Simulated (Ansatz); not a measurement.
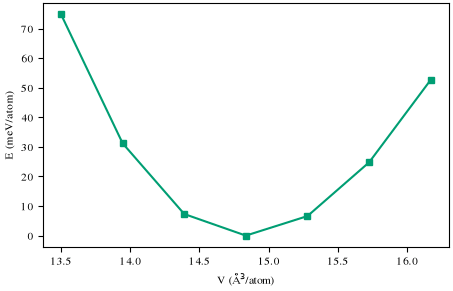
Figure: ScPd$_{3}$C (anti-perovskite, Pm-3m) under volume change, PBE (plane waves, PAW; program Ansatz), scaled uniformly.

Q: What does a third-order Birch–Murnaghan fit give for V₀, B₀ and B′?

A: V₀ = 14.84 Å³/atom, B₀ = 166 GPa, B′ = 4.8.

The start of the workflow was typed in or built on a structure type; neither database checked (COD, Materials Project) lists it. Its standing as an ambient phase is unchecked. The PBE relaxation kept the symmetry of its start; its stability against distortions is not shown here. The run is not spin-polarised.

Potentials: the earlier of the program's two PAW sets.
